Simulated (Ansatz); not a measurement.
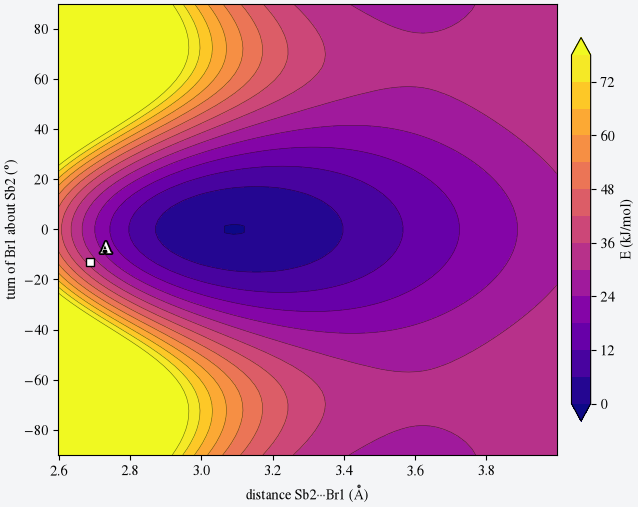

BrH₃Sb, charge −1. 
- The turn is about an axis along (−0.57, −0.82, −0.07) in the frame of the relaxed pair, normal to the line between the partners.
- First axis: distance Sb2···Br1. Second axis: turn of Br1 about Sb2.
- The scan uses a 15 × 15 grid; 120 points were computed and 105 follow by symmetry.
- Energies are in kJ/mol, from the lowest grid point.
- Level of theory: RKS SPW92 (LDA)/def2-TZVPD (Ansatz).

Drawn: filled contours, one colour for all values above the top of the scale, the point A. Between grid points the surface is interpolated.

**Is A at rest? If not, where is it pushed?**

A, at distance Sb2···Br1 = 2.689 Å, turn of Br1 about Sb2 = −12.9°, is not a stationary point. The computed force is 178 kJ/mol for each Å towards larger values of distance Sb2···Br1 and 1.2 kJ/mol for each degree towards larger values of turn of Br1 about Sb2.
